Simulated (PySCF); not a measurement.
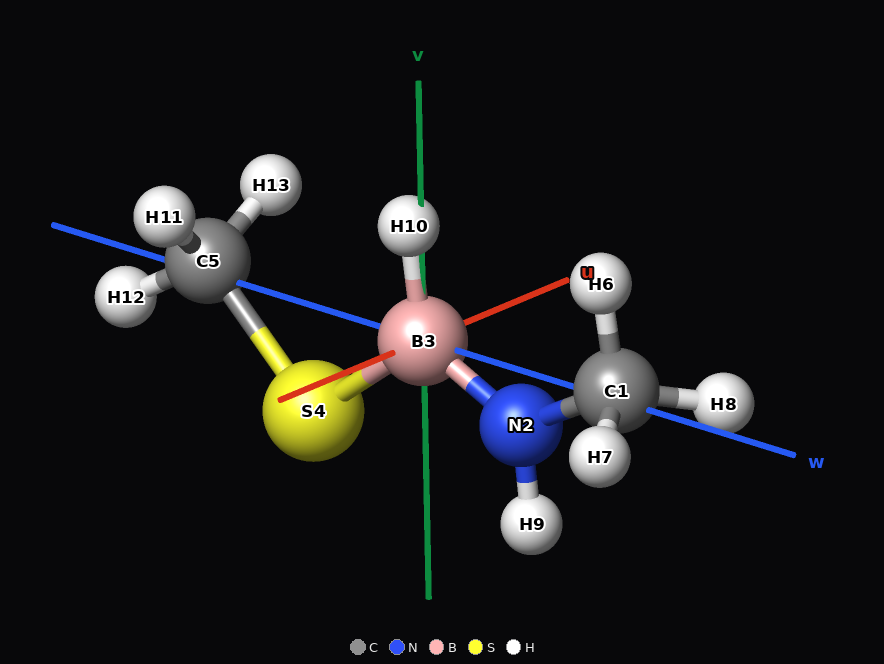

The lines u, v and w are the principal axes of the static dipole polarisability. The computed structure is the end point of a GFN2-xTB optimisation. No frequency run is at hand to confirm it as a minimum. Level of theory: CAM-B3LYP/def2-SVPD (PySCF 2.14.0).

> Along which axis is the molecule most polarisable, and along which least?

Most along w (close to the long direction C1···C5), least along u.

> Give the three principal values.

u 54.2, v 64.3, w 94.7 bohr³; mean 71.1, anisotropy 36.5 bohr³.

The geometry is semi-empirical. Around B such bond lengths and angles can be off by a tenth of an ångström or more and by several degrees, and values that hang on the shape move with them.
